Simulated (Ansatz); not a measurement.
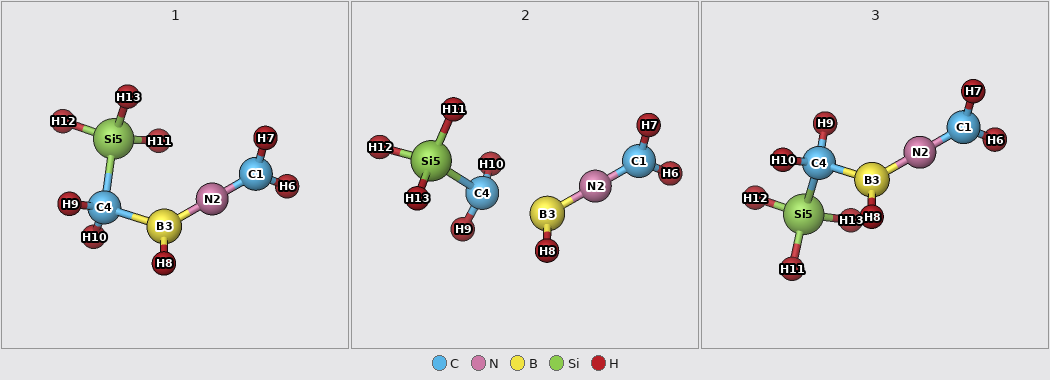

C₂H₈BNSi, SMILES C=NBC[SiH3]. The first coordinate is: bond length B3–C4; the second: dihedral N2–B3–C4–Si5. Nothing is relaxed (all other coordinates rigid). The scan uses a 15 × 15 grid. Energies: kJ/mol, counted from the lowest grid point. The calculation used RKS PBE0-D4/def2-SVP in Ansatz.

The numbered pictures are structures from this grid.

Question: Rank them by energy, lowest first.

Answer: 3, at bond length B3–C4 = 1.582 Å, dihedral N2–B3–C4–Si5 = 108°: 1.4 kJ/mol; 1, at bond length B3–C4 = 1.789 Å, dihedral N2–B3–C4–Si5 = −12°: 42 kJ/mol; 2, at bond length B3–C4 = 1.944 Å, dihedral N2–B3–C4–Si5 = −108°: 91 kJ/mol.

The map, with the structures marked:

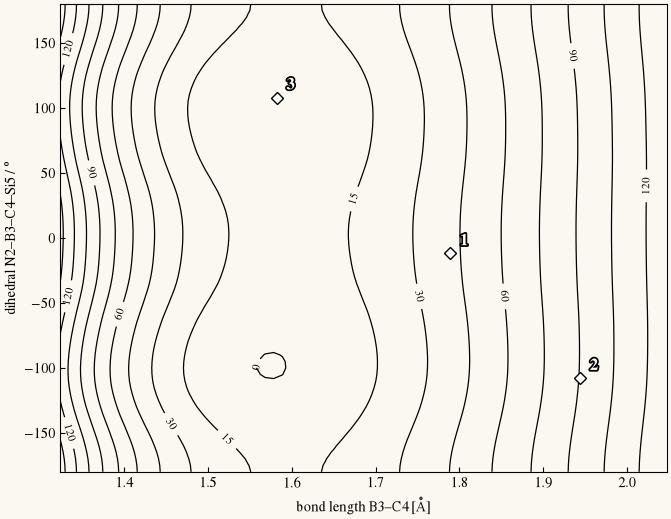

The picture shows contour lines labelled in kJ/mol. Between grid points the surface is interpolated.
